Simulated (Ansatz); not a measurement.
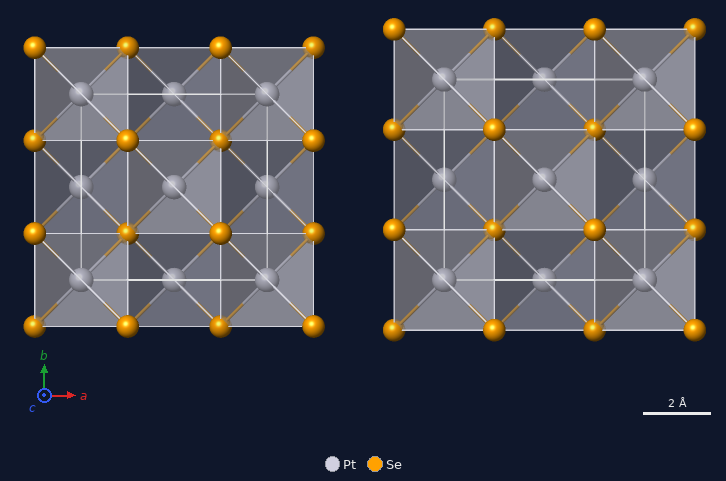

Two geometries of solid PtSe (a generated structure, set up in F-43m), drawn at one scale. One is the start of a relaxation, the other its converged end. The picture is a polyhedral view of the conventional cell (4 times the calculation's cell), seen along the c axis. Lengths and directions refer to the drawn axes.

Computed with Ansatz, Kohn-Sham DFT of a periodic cell, HSE03, Ansatz PAW. Set-up: plane-wave cutoff 420 eV; k-point mesh 4 × 4 × 4; occupations fermi-dirac; smearing width 0.05 eV; no spin polarisation; cell and atoms relaxed; force threshold 0.01 eV/Å; at most 40 steps.

Q: Which geometry has the lower energy?

A: The left one is the relaxed one. The run lets cell and atoms move. The energy falls by 0.607 eV per cell of the calculation in 4 accepted moves (5 points after the start). All forces vanish by symmetry, so only the cell relaxes. Pressure: −13.31 GPa at the start and −0.01 GPa at the end. At 1 point the geometry stayed and the basis and grid were re-selected for the new cell (energy shift of 2.3 meV per cell of the calculation at most each time). No atom moves by more than 0.005 Å relative to the cell. Cell: a = b = c 6.075 → 5.632 Å (−7.3 %). Volume −20.3 %. Some distances before and after: Pt–Se 2.631 → 2.439 Å. The space group stays F-43m (No. 216).
